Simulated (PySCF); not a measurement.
Molecule: Si(Me)(OMe)3, SMILES CO[Si](C)(OC)OC. Atoms near the plane z = 0.8 Å, at the GFN2-xTB optimised geometry (x, y, z in Å): C1 (-1.1, 2.2, 1.0), O2 (-1.2, 1.2, 0.0), Si3 (-0.6, -0.3, 0.0), C4 (1.3, -0.3, 0.0), O7 (-1.2, -1.0, 1.3), C8 (-1.1, -2.4, 1.6), H10 (-0.1, 2.6, 1.1), H11 (-1.7, 3.0, 0.7), H13 (1.7, -1.3, -0.2), H14 (1.7, 0.1, 1.0), H18 (-1.4, -3.0, 0.8).

Calculation: PBE0/def2-SVP run with PySCF. Cells within 0.4 Å of a nucleus heavier than hydrogen are left out (blank, or x). The values are rescaled to run from 0 to 1.

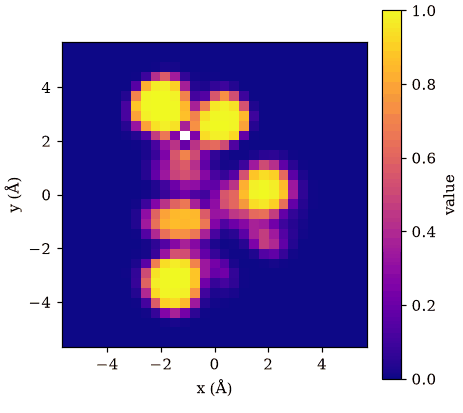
a field on the plane z = 0.8 Å.

Task: Which quantity is mapped?
A) electron localisation function
B) deformation density (molecule minus spherical neutral atoms)
C) an orbital amplitude
D) log10 of the electron density

Result: A, electron localisation function
